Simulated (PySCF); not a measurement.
C4H10B2Si (SMILES B[SiH2]BCC#CC)

Input file:

```
{"job": {"kind": "nmr", "xc": "PBE0", "basis": "pcSseg-1"}, "charge": 0, "multiplicity": 1}
B      2.174969     0.973700     0.838475
Si     1.655263     0.791797    -1.035019
B      1.174220    -1.094075    -1.325537
C     -0.235312    -1.673310    -0.920830
C     -1.070597    -0.829140    -0.087005
C     -1.746794    -0.136960     0.620108
C     -2.565947     0.703893     1.468348
H      1.398151     1.275630     1.659426
H      3.258132     0.716047     1.201832
H      0.546866     1.690612    -1.427567
H      2.724753     1.212973    -1.973408
H      1.931025    -1.862186    -1.792806
H     -0.144905    -2.655573    -0.440199
H     -0.774640    -1.865214    -1.859596
H     -3.583042     0.754172     1.078710
H     -2.596951     0.297949     2.479920
H     -2.152189     1.711715     1.505238
```

Run with:

```sh
OMP_NUM_THREADS=1 python probes_run.py task.json out
```

Geometry: GFN2-xTB.

Method: PBE0/pcSseg-1, SCF density, gas phase, non-relativistic (PySCF).

Predict the electron density and electron localisation function between the atoms.

Answer. C–C (1.20 Å): ρ at the midpoint is about 2.7 e/Å³; the ELF peaks at about 0.80 between the atoms; a multiple bond.
C–B (1.58 Å): the density is about 1.4 e/Å³ at the midpoint; the ELF peaks at about 0.95 between the atoms; a covalent bond.
C–H (1.09 Å): ρ at the midpoint is about 2 e/Å³; the ELF climbs to about 1 towards the hydrogen, as it does in any bond to H; an ordinary covalent bond to hydrogen.
B–H (1.18 Å): the density is about 1.3 e/Å³ at the midpoint; the ELF climbs to about 1 towards the hydrogen: an ordinary covalent bond to hydrogen.

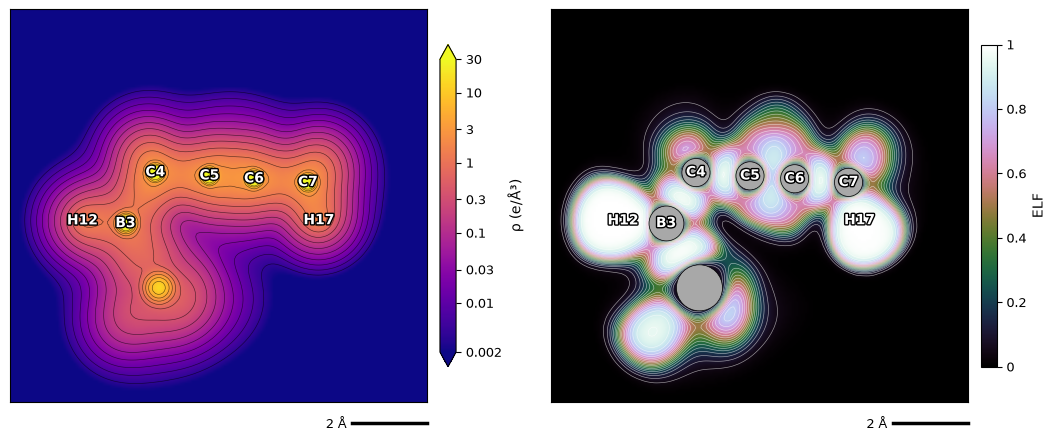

Computed electron density and electron localisation function on the plane of atoms B3, C4 and C5, in this order. Grey discs cover the atomic cores in the ELF map. 
